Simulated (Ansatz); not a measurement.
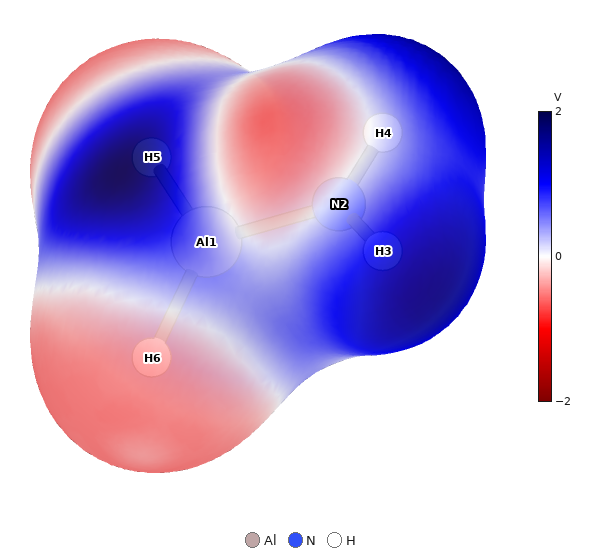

AlH4N. The molecular electrostatic potential painted on the density surface at 0.002 e/bohr³, seen at a tilt; the colour scale runs from red (negative) to blue (positive).

Computed with RKS LDA/def2-SVP in Ansatz.

```xyz
6

Al    0.0000   -0.0001    0.0411
N     0.0000   -0.0001    1.8097
H    -0.8371   -0.0742    2.3962
H     0.8371    0.0743    2.3962
H     1.4151    0.1262   -0.6916
H    -1.4151   -0.1262   -0.6916
```

> Where is the surface potential most negative and most positive?

The most negative region (about −0.6 V, or −14 kcal/mol for a unit charge) lies over N2, the most positive (about +1.9 V, or +44 kcal/mol for a unit charge) over Al1.
